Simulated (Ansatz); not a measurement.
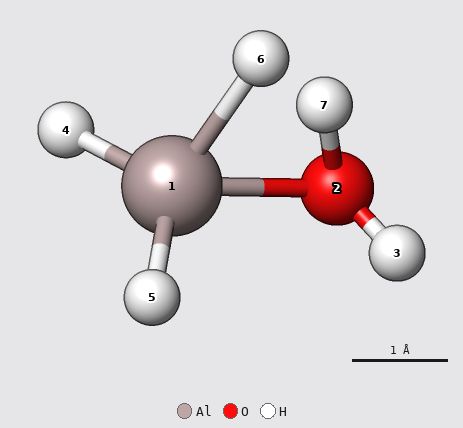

*The starting structure (ball-and-stick view, seen at a tilt; atoms are numbered from 1 in the order of the input). Sticks mark near contacts.*

# Molecular dynamics of AlH₅O (part 1 of 3)

System: AlH₅O.
Method: RKS revPBE-D4/def2-SVP (Ansatz 0.2.0).

It belongs to a series of runs on one base structure; here: dynamics from the highest image of the converged band. Figures and captions count atoms from 1; the log counts them from 0 in places.

### Input
```yaml
crystal:
  periodic: [false, false, false]
  atoms:
    - { symbol: Al, position_ang: [0.013887, 0.225451, -0.004137] }
    - { symbol: O, position_ang: [0.015078, -0.028515, 1.893355] }
    - { symbol: H, position_ang: [-0.828991, -0.261815, 2.325851] }
    - { symbol: H, position_ang: [1.421436, -0.106837, -0.670225] }
    - { symbol: H, position_ang: [-1.419232, -0.036347, -0.662711] }
    - { symbol: H, position_ang: [0.043242, 1.872304, 0.730859] }
    - { symbol: H, position_ang: [-0.006919, 1.183059, 1.542908] }
basis:
  gaussian: { orbitals: def2-SVP }
hamiltonian:
  xc: revpbe
  dispersion: d4
md:
  timestep: 0.5
  n_steps: 200
  ensemble: nve
  temperature: 100.0
  initial_velocities: maxwell_boltzmann
  seed: 9400
```

Hardware: 1 thread of Arm Neoverse V1, 24 GiB of memory available, shared host.

Run as:
```bash
ansatz run input.yaml --threads 1 --pin off --max-ram 2048MiB --backend cpu --events-out ev --progress --plain --runs-dir out
```

### What the program printed
```
Engine: ansatz 0.2.0, aarch64-unknown-linux-gnu
Functional definition: revPBE
  parameter kappa = 1.245
  parameter beta = 0.06672455060314922
  exchange = pbe_x(kappa = kappa, mu = beta*pi^2/3)
  correlation = pbe_c(beta = beta)
626 factors; their error is unknown
mean field evaluation 1: about -8714.1794 eV, gradient 5.0e1 eV
mean field evaluation 2: about -8690.8847 eV, gradient 1.2e2 eV
mean field evaluation 4: about -8718.8487 eV, gradient 2.7e0 eV
mean field evaluation 8: about -8718.8490 eV, gradient 2.1e-2 eV
mean field -8718.84902396 eV, -320.4117917824 hartree, gradient 3.2e-5 eV, S^2 0.000000; 0 other end points of the search recorded, 0 dependent functions left out
the calculation of the forces begins
reference -8718.84906958 eV, -320.4117934588 hartree; 13, 13 occupied and 44, 44 virtual orbitals, 626 factors
md step     0: t =     0.00 fs  T =   100.0 K  F+E_penalty+E_count = -8719.09974756 eV  E_kin = 0.064630 eV  conserved = -8719.03511756 eV  (22 SCF iters)
these checks for a lower state are left out or cut short: starts, cluster_reference, orbital_swaps, neighbouring_geometries, increment
626 factors; their error is unknown
mean field evaluation 16: about -8718.8730 eV, gradient 1.7e-3 eV
mean field -8718.84686865 eV, -320.4117125762 hartree, gradient 6.8e-6 eV, S^2 0.000000; 0 other end points of the search recorded, 0 dependent functions left out
the calculation of the forces begins
reference -8718.84691426 eV, -320.4117142522 hartree; 13, 13 occupied and 44, 44 virtual orbitals, 626 factors
md step     1: t =     0.50 fs  T =    97.3 K  F+E_penalty+E_count = -8719.09792877 eV  E_kin = 0.062857 eV  conserved = -8719.03507225 eV  (27 SCF iters, 3 dispersion substeps)
[... from here on the SCF iterations and repeated set-up lines of each step are left out, up to the last step ...]
md step     2: t =     1.00 fs  T =    90.9 K  F+E_penalty+E_count = -8719.09374600 eV  E_kin = 0.058767 eV  conserved = -8719.03497882 eV  (27 SCF iters, 3 dispersion substeps)
md step     3: t =     1.50 fs  T =    83.2 K  F+E_penalty+E_count = -8719.08863421 eV  E_kin = 0.053757 eV  conserved = -8719.03487761 eV  (27 SCF iters, 3 dispersion substeps)
md step     4: t =     2.00 fs  T =    76.4 K  F+E_penalty+E_count = -8719.08417091 eV  E_kin = 0.049366 eV  conserved = -8719.03480495 eV  (27 SCF iters, 3 dispersion substeps)
md step     5: t =     2.50 fs  T =    72.3 K  F+E_penalty+E_count = -8719.08149789 eV  E_kin = 0.046715 eV  conserved = -8719.03478305 eV  (27 SCF iters, 3 dispersion substeps)
md step     6: t =     3.00 fs  T =    71.4 K  F+E_penalty+E_count = -8719.08096416 eV  E_kin = 0.046148 eV  conserved = -8719.03481569 eV  (27 SCF iters, 3 dispersion substeps)
md step     7: t =     3.50 fs  T =    73.0 K  F+E_penalty+E_count = -8719.08206427 eV  E_kin = 0.047176 eV  conserved = -8719.03488803 eV  (27 SCF iters, 3 dispersion substeps)
md step     8: t =     4.00 fs  T =    75.4 K  F+E_penalty+E_count = -8719.08367923 eV  E_kin = 0.048710 eV  conserved = -8719.03496943 eV  (27 SCF iters, 3 dispersion substeps)
md step     9: t =     4.50 fs  T =    76.7 K  F+E_penalty+E_count = -8719.08456755 eV  E_kin = 0.049546 eV  conserved = -8719.03502134 eV  (27 SCF iters, 3 dispersion substeps)
md step    10: t =     5.00 fs  T =    75.7 K  F+E_penalty+E_count = -8719.08396919 eV  E_kin = 0.048957 eV  conserved = -8719.03501245 eV  (27 SCF iters, 3 dispersion substeps)
md step    11: t =     5.50 fs  T =    72.9 K  F+E_penalty+E_count = -8719.08207970 eV  E_kin = 0.047142 eV  conserved = -8719.03493770 eV  (27 SCF iters, 3 dispersion substeps)
md step    12: t =     6.00 fs  T =    70.1 K  F+E_penalty+E_count = -8719.08010711 eV  E_kin = 0.045278 eV  conserved = -8719.03482948 eV  (27 SCF iters, 3 dispersion substeps)
md step    13: t =     6.50 fs  T =    69.6 K  F+E_penalty+E_count = -8719.07975810 eV  E_kin = 0.045012 eV  conserved = -8719.03474642 eV  (27 SCF iters, 3 dispersion substeps)
md step    14: t =     7.00 fs  T =    73.7 K  F+E_penalty+E_count = -8719.08234097 eV  E_kin = 0.047602 eV  conserved = -8719.03473896 eV  (27 SCF iters, 3 dispersion substeps)
md step    15: t =     7.50 fs  T =    82.3 K  F+E_penalty+E_count = -8719.08800716 eV  E_kin = 0.053193 eV  conserved = -8719.03481394 eV  (27 SCF iters, 3 dispersion substeps)
md step    16: t =     8.00 fs  T =    93.9 K  F+E_penalty+E_count = -8719.09564797 eV  E_kin = 0.060718 eV  conserved = -8719.03492947 eV  (23 SCF iters, 3 dispersion substeps)
md step    17: t =     8.50 fs  T =   106.0 K  F+E_penalty+E_count = -8719.10352413 eV  E_kin = 0.068500 eV  conserved = -8719.03502383 eV  (27 SCF iters, 3 dispersion substeps)
md step    18: t =     9.00 fs  T =   116.3 K  F+E_penalty+E_count = -8719.11020295 eV  E_kin = 0.075149 eV  conserved = -8719.03505370 eV  (27 SCF iters, 3 dispersion substeps)
md step    19: t =     9.50 fs  T =   124.1 K  F+E_penalty+E_count = -8719.11523556 eV  E_kin = 0.080223 eV  conserved = -8719.03501270 eV  (27 SCF iters, 3 dispersion substeps)
md step    20: t =    10.00 fs  T =   130.5 K  F+E_penalty+E_count = -8719.11927651 eV  E_kin = 0.084351 eV  conserved = -8719.03492566 eV  (27 SCF iters, 3 dispersion substeps)
md step    21: t =    10.50 fs  T =   137.5 K  F+E_penalty+E_count = -8719.12371366 eV  E_kin = 0.088883 eV  conserved = -8719.03483079 eV  (27 SCF iters, 3 dispersion substeps)
md step    22: t =    11.00 fs  T =   147.5 K  F+E_penalty+E_count = -8719.13007143 eV  E_kin = 0.095308 eV  conserved = -8719.03476362 eV  (27 SCF iters, 3 dispersion substeps)
md step    23: t =    11.50 fs  T =   162.0 K  F+E_penalty+E_count = -8719.13944470 eV  E_kin = 0.104698 eV  conserved = -8719.03474679 eV  (27 SCF iters, 3 dispersion substeps)
md step    24: t =    12.00 fs  T =   181.6 K  F+E_penalty+E_count = -8719.15212920 eV  E_kin = 0.117343 eV  conserved = -8719.03478659 eV  (27 SCF iters, 3 dispersion substeps)
md step    25: t =    12.50 fs  T =   205.2 K  F+E_penalty+E_count = -8719.16752372 eV  E_kin = 0.132653 eV  conserved = -8719.03487068 eV  (27 SCF iters, 3 dispersion substeps)
md step    26: t =    13.00 fs  T =   231.1 K  F+E_penalty+E_count = -8719.18433169 eV  E_kin = 0.149362 eV  conserved = -8719.03496996 eV  (27 SCF iters, 3 dispersion substeps)
md step    27: t =    13.50 fs  T =   256.8 K  F+E_penalty+E_count = -8719.20103146 eV  E_kin = 0.165987 eV  conserved = -8719.03504466 eV  (27 SCF iters, 3 dispersion substeps)
md step    28: t =    14.00 fs  T =   280.7 K  F+E_penalty+E_count = -8719.21650036 eV  E_kin = 0.181441 eV  conserved = -8719.03505956 eV  (27 SCF iters, 3 dispersion substeps)
md step    29: t =    14.50 fs  T =   302.6 K  F+E_penalty+E_count = -8719.23055298 eV  E_kin = 0.195549 eV  conserved = -8719.03500360 eV  (26 SCF iters, 3 dispersion substeps)
md step    30: t =    15.00 fs  T =   323.7 K  F+E_penalty+E_count = -8719.24408888 eV  E_kin = 0.209185 eV  conserved = -8719.03490392 eV  (25 SCF iters, 3 dispersion substeps)
md step    31: t =    15.50 fs  T =   346.3 K  F+E_penalty+E_count = -8719.25865647 eV  E_kin = 0.223839 eV  conserved = -8719.03481770 eV  (25 SCF iters, 3 dispersion substeps)
md step    32: t =    16.00 fs  T =   372.6 K  F+E_penalty+E_count = -8719.27557894 eV  E_kin = 0.240781 eV  conserved = -8719.03479809 eV  (25 SCF iters, 3 dispersion substeps)
md step    33: t =    16.50 fs  T =   402.7 K  F+E_penalty+E_count = -8719.29515226 eV  E_kin = 0.260294 eV  conserved = -8719.03485789 eV  (25 SCF iters, 3 dispersion substeps)
md step    34: t =    17.00 fs  T =   435.5 K  F+E_penalty+E_count = -8719.31645135 eV  E_kin = 0.281490 eV  conserved = -8719.03496138 eV  (23 SCF iters, 3 dispersion substeps)
md step    35: t =    17.50 fs  T =   468.5 K  F+E_penalty+E_count = -8719.33786394 eV  E_kin = 0.302812 eV  conserved = -8719.03505159 eV  (24 SCF iters, 3 dispersion substeps)
md step    36: t =    18.00 fs  T =   499.6 K  F+E_penalty+E_count = -8719.35795533 eV  E_kin = 0.322868 eV  conserved = -8719.03508776 eV  (24 SCF iters, 3 dispersion substeps)
md step    37: t =    18.50 fs  T =   527.7 K  F+E_penalty+E_count = -8719.37610755 eV  E_kin = 0.341044 eV  conserved = -8719.03506366 eV  (24 SCF iters, 3 dispersion substeps)
md step    38: t =    19.00 fs  T =   553.4 K  F+E_penalty+E_count = -8719.39263825 eV  E_kin = 0.357636 eV  conserved = -8719.03500192 eV  (24 SCF iters, 3 dispersion substeps)
md step    39: t =    19.50 fs  T =   578.0 K  F+E_penalty+E_count = -8719.40846929 eV  E_kin = 0.373533 eV  conserved = -8719.03493604 eV  (24 SCF iters, 3 dispersion substeps)
md step    40: t =    20.00 fs  T =   603.0 K  F+E_penalty+E_count = -8719.42460857 eV  E_kin = 0.389714 eV  conserved = -8719.03489489 eV  (24 SCF iters, 3 dispersion substeps)
md step    41: t =    20.50 fs  T =   629.4 K  F+E_penalty+E_count = -8719.44168709 eV  E_kin = 0.406792 eV  conserved = -8719.03489538 eV  (25 SCF iters, 3 dispersion substeps)
md step    42: t =    21.00 fs  T =   657.2 K  F+E_penalty+E_count = -8719.45968068 eV  E_kin = 0.424740 eV  conserved = -8719.03494103 eV  (25 SCF iters, 3 dispersion substeps)
md step    43: t =    21.50 fs  T =   685.2 K  F+E_penalty+E_count = -8719.47785472 eV  E_kin = 0.442833 eV  conserved = -8719.03502146 eV  (25 SCF iters, 3 dispersion substeps)
md step    44: t =    22.00 fs  T =   711.5 K  F+E_penalty+E_count = -8719.49493775 eV  E_kin = 0.459825 eV  conserved = -8719.03511306 eV  (25 SCF iters, 3 dispersion substeps)
md step    45: t =    22.50 fs  T =   733.9 K  F+E_penalty+E_count = -8719.50951199 eV  E_kin = 0.474330 eV  conserved = -8719.03518183 eV  (25 SCF iters, 3 dispersion substeps)
md step    46: t =    23.00 fs  T =   751.0 K  F+E_penalty+E_count = -8719.52055437 eV  E_kin = 0.485359 eV  conserved = -8719.03519497 eV  (25 SCF iters, 3 dispersion substeps)
md step    47: t =    23.50 fs  T =   762.5 K  F+E_penalty+E_count = -8719.52793672 eV  E_kin = 0.492796 eV  conserved = -8719.03514041 eV  (25 SCF iters, 3 dispersion substeps)
md step    48: t =    24.00 fs  T =   769.8 K  F+E_penalty+E_count = -8719.53258645 eV  E_kin = 0.497543 eV  conserved = -8719.03504299 eV  (25 SCF iters, 3 dispersion substeps)
md step    49: t =    24.50 fs  T =   775.4 K  F+E_penalty+E_count = -8719.53608392 eV  E_kin = 0.501126 eV  conserved = -8719.03495797 eV  (25 SCF iters, 3 dispersion substeps)
md step    50: t =    25.00 fs  T =   781.2 K  F+E_penalty+E_count = -8719.53981233 eV  E_kin = 0.504875 eV  conserved = -8719.03493767 eV  (25 SCF iters, 3 dispersion substeps)
md step    51: t =    25.50 fs  T =   787.8 K  F+E_penalty+E_count = -8719.54416726 eV  E_kin = 0.509174 eV  conserved = -8719.03499317 eV  (25 SCF iters, 3 dispersion substeps)
md step    52: t =    26.00 fs  T =   794.2 K  F+E_penalty+E_count = -8719.54838278 eV  E_kin = 0.513296 eV  conserved = -8719.03508647 eV  (25 SCF iters, 3 dispersion substeps)
md step    53: t =    26.50 fs  T =   798.3 K  F+E_penalty+E_count = -8719.55109245 eV  E_kin = 0.515933 eV  conserved = -8719.03515931 eV  (23 SCF iters, 3 dispersion substeps)
md step    54: t =    27.00 fs  T =   798.4 K  F+E_penalty+E_count = -8719.55120550 eV  E_kin = 0.516033 eV  conserved = -8719.03517218 eV  (25 SCF iters, 3 dispersion substeps)
md step    55: t =    27.50 fs  T =   794.4 K  F+E_penalty+E_count = -8719.54852172 eV  E_kin = 0.513400 eV  conserved = -8719.03512222 eV  (25 SCF iters, 3 dispersion substeps)
md step    56: t =    28.00 fs  T =   787.2 K  F+E_penalty+E_count = -8719.54379687 eV  E_kin = 0.508761 eV  conserved = -8719.03503572 eV  (25 SCF iters, 3 dispersion substeps)
md step    57: t =    28.50 fs  T =   778.9 K  F+E_penalty+E_count = -8719.53835257 eV  E_kin = 0.503404 eV  conserved = -8719.03494897 eV  (25 SCF iters, 3 dispersion substeps)
md step    58: t =    29.00 fs  T =   771.5 K  F+E_penalty+E_count = -8719.53351357 eV  E_kin = 0.498621 eV  conserved = -8719.03489250 eV  (25 SCF iters, 3 dispersion substeps)
md step    59: t =    29.50 fs  T =   766.3 K  F+E_penalty+E_count = -8719.53012173 eV  E_kin = 0.495238 eV  conserved = -8719.03488365 eV  (25 SCF iters, 3 dispersion substeps)
md step    60: t =    30.00 fs  T =   763.3 K  F+E_penalty+E_count = -8719.52825681 eV  E_kin = 0.493332 eV  conserved = -8719.03492492 eV  (24 SCF iters, 3 dispersion substeps)
md step    61: t =    30.50 fs  T =   761.6 K  F+E_penalty+E_count = -8719.52720280 eV  E_kin = 0.492199 eV  conserved = -8719.03500360 eV  (24 SCF iters, 3 dispersion substeps)
md step    62: t =    31.00 fs  T =   759.0 K  F+E_penalty+E_count = -8719.52566433 eV  E_kin = 0.490572 eV  conserved = -8719.03509279 eV  (24 SCF iters, 3 dispersion substeps)
md step    63: t =    31.50 fs  T =   753.6 K  F+E_penalty+E_count = -8719.52221431 eV  E_kin = 0.487059 eV  conserved = -8719.03515493 eV  (24 SCF iters, 3 dispersion substeps)
md step    64: t =    32.00 fs  T =   743.8 K  F+E_penalty+E_count = -8719.51589049 eV  E_kin = 0.480735 eV  conserved = -8719.03515524 eV  (24 SCF iters, 3 dispersion substeps)
md step    65: t =    32.50 fs  T =   729.8 K  F+E_penalty+E_count = -8719.50672208 eV  E_kin = 0.471639 eV  conserved = -8719.03508330 eV  (24 SCF iters, 3 dispersion substeps)
md step    66: t =    33.00 fs  T =   713.1 K  F+E_penalty+E_count = -8719.49586230 eV  E_kin = 0.460893 eV  conserved = -8719.03496941 eV  (24 SCF iters, 3 dispersion substeps)
md step    67: t =    33.50 fs  T =   696.6 K  F+E_penalty+E_count = -8719.48510071 eV  E_kin = 0.450225 eV  conserved = -8719.03487595 eV  (24 SCF iters, 3 dispersion substeps)
md step    68: t =    34.00 fs  T =   682.4 K  F+E_penalty+E_count = -8719.47591035 eV  E_kin = 0.441052 eV  conserved = -8719.03485830 eV  (24 SCF iters, 3 dispersion substeps)
md step    69: t =    34.50 fs  T =   671.0 K  F+E_penalty+E_count = -8719.46861207 eV  E_kin = 0.433688 eV  conserved = -8719.03492413 eV  (24 SCF iters, 3 dispersion substeps)
md step    70: t =    35.00 fs  T =   661.0 K  F+E_penalty+E_count = -8719.46225589 eV  E_kin = 0.427229 eV  conserved = -8719.03502684 eV  (24 SCF iters, 3 dispersion substeps)
md step    71: t =    35.50 fs  T =   650.2 K  F+E_penalty+E_count = -8719.45530946 eV  E_kin = 0.420209 eV  conserved = -8719.03510081 eV  (24 SCF iters, 3 dispersion substeps)
md step    72: t =    36.00 fs  T =   636.8 K  F+E_penalty+E_count = -8719.44664424 eV  E_kin = 0.411540 eV  conserved = -8719.03510472 eV  (23 SCF iters, 3 dispersion substeps)
md step    73: t =    36.50 fs  T =   620.7 K  F+E_penalty+E_count = -8719.43617714 eV  E_kin = 0.401138 eV  conserved = -8719.03503963 eV  (25 SCF iters, 3 dispersion substeps)
md step    74: t =    37.00 fs  T =   603.3 K  F+E_penalty+E_count = -8719.42487650 eV  E_kin = 0.389938 eV  conserved = -8719.03493854 eV  (25 SCF iters, 3 dispersion substeps)
md step    75: t =    37.50 fs  T =   587.1 K  F+E_penalty+E_count = -8719.41426948 eV  E_kin = 0.379425 eV  conserved = -8719.03484410 eV  (25 SCF iters, 3 dispersion substeps)
md step    76: t =    38.00 fs  T =   574.0 K  F+E_penalty+E_count = -8719.40577992 eV  E_kin = 0.370989 eV  conserved = -8719.03479089 eV  (25 SCF iters, 3 dispersion substeps)
md step    77: t =    38.50 fs  T =   565.3 K  F+E_penalty+E_count = -8719.40017713 eV  E_kin = 0.365380 eV  conserved = -8719.03479760 eV  (25 SCF iters, 3 dispersion substeps)
md step    78: t =    39.00 fs  T =   560.8 K  F+E_penalty+E_count = -8719.39728156 eV  E_kin = 0.362418 eV  conserved = -8719.03486347 eV  (25 SCF iters, 3 dispersion substeps)
md step    79: t =    39.50 fs  T =   558.6 K  F+E_penalty+E_count = -8719.39598268 eV  E_kin = 0.361014 eV  conserved = -8719.03496873 eV  (25 SCF iters, 3 dispersion substeps)
md step    80: t =    40.00 fs  T =   556.2 K  F+E_penalty+E_count = -8719.39457133 eV  E_kin = 0.359495 eV  conserved = -8719.03507609 eV  (25 SCF iters, 3 dispersion substeps)
md step    81: t =    40.50 fs  T =   551.1 K  F+E_penalty+E_count = -8719.39134519 eV  E_kin = 0.356206 eV  conserved = -8719.03513911 eV  (25 SCF iters, 3 dispersion substeps)
md step    82: t =    41.00 fs  T =   541.9 K  F+E_penalty+E_count = -8719.38533600 eV  E_kin = 0.350214 eV  conserved = -8719.03512179 eV  (25 SCF iters, 3 dispersion substeps)
md step    83: t =    41.50 fs  T =   528.9 K  F+E_penalty+E_count = -8719.37684798 eV  E_kin = 0.341824 eV  conserved = -8719.03502407 eV  (25 SCF iters, 3 dispersion substeps)
md step    84: t =    42.00 fs  T =   514.5 K  F+E_penalty+E_count = -8719.36742675 eV  E_kin = 0.332532 eV  conserved = -8719.03489488 eV  (25 SCF iters, 3 dispersion substeps)
md step    85: t =    42.50 fs  T =   501.7 K  F+E_penalty+E_count = -8719.35908933 eV  E_kin = 0.324278 eV  conserved = -8719.03481142 eV  (25 SCF iters, 3 dispersion substeps)
md step    86: t =    43.00 fs  T =   492.5 K  F+E_penalty+E_count = -8719.35315139 eV  E_kin = 0.318323 eV  conserved = -8719.03482812 eV  (25 SCF iters, 3 dispersion substeps)
md step    87: t =    43.50 fs  T =   486.6 K  F+E_penalty+E_count = -8719.34940960 eV  E_kin = 0.314474 eV  conserved = -8719.03493519 eV  (25 SCF iters, 3 dispersion substeps)
md step    88: t =    44.00 fs  T =   481.5 K  F+E_penalty+E_count = -8719.34627964 eV  E_kin = 0.311213 eV  conserved = -8719.03506623 eV  (26 SCF iters, 3 dispersion substeps)
md step    89: t =    44.50 fs  T =   474.4 K  F+E_penalty+E_count = -8719.34178278 eV  E_kin = 0.306636 eV  conserved = -8719.03514708 eV  (25 SCF iters, 3 dispersion substeps)
md step    90: t =    45.00 fs  T =   463.5 K  F+E_penalty+E_count = -8719.33467086 eV  E_kin = 0.299530 eV  conserved = -8719.03514120 eV  (25 SCF iters, 3 dispersion substeps)
md step    91: t =    45.50 fs  T =   448.6 K  F+E_penalty+E_count = -8719.32500681 eV  E_kin = 0.289946 eV  conserved = -8719.03506066 eV  (23 SCF iters, 3 dispersion substeps)
md step    92: t =    46.00 fs  T =   431.8 K  F+E_penalty+E_count = -8719.31400833 eV  E_kin = 0.279061 eV  conserved = -8719.03494774 eV  (25 SCF iters, 3 dispersion substeps)
md step    93: t =    46.50 fs  T =   415.5 K  F+E_penalty+E_count = -8719.30340761 eV  E_kin = 0.268558 eV  conserved = -8719.03484994 eV  (25 SCF iters, 3 dispersion substeps)
md step    94: t =    47.00 fs  T =   402.1 K  F+E_penalty+E_count = -8719.29470826 eV  E_kin = 0.259906 eV  conserved = -8719.03480239 eV  (25 SCF iters, 3 dispersion substeps)
md step    95: t =    47.50 fs  T =   392.7 K  F+E_penalty+E_count = -8719.28862206 eV  E_kin = 0.253801 eV  conserved = -8719.03482082 eV  (25 SCF iters, 3 dispersion substeps)
md step    96: t =    48.00 fs  T =   386.7 K  F+E_penalty+E_count = -8719.28481798 eV  E_kin = 0.249919 eV  conserved = -8719.03489933 eV  (25 SCF iters, 3 dispersion substeps)
md step    97: t =    48.50 fs  T =   382.2 K  F+E_penalty+E_count = -8719.28202259 eV  E_kin = 0.247012 eV  conserved = -8719.03501095 eV  (25 SCF iters, 3 dispersion substeps)
md step    98: t =    49.00 fs  T =   376.5 K  F+E_penalty+E_count = -8719.27845865 eV  E_kin = 0.243346 eV  conserved = -8719.03511231 eV  (25 SCF iters, 3 dispersion substeps)
md step    99: t =    49.50 fs  T =   367.3 K  F+E_penalty+E_count = -8719.27253925 eV  E_kin = 0.237384 eV  conserved = -8719.03515548 eV  (25 SCF iters, 3 dispersion substeps)
md step   100: t =    50.00 fs  T =   353.6 K  F+E_penalty+E_count = -8719.26361065 eV  E_kin = 0.228500 eV  conserved = -8719.03511058 eV  (25 SCF iters, 3 dispersion substeps)
md step   101: t =    50.50 fs  T =   336.4 K  F+E_penalty+E_count = -8719.25239073 eV  E_kin = 0.217400 eV  conserved = -8719.03499045 eV  (25 SCF iters, 3 dispersion substeps)
md step   102: t =    51.00 fs  T =   318.6 K  F+E_penalty+E_count = -8719.24074335 eV  E_kin = 0.205887 eV  conserved = -8719.03485606 eV  (25 SCF iters, 3 dispersion substeps)
```
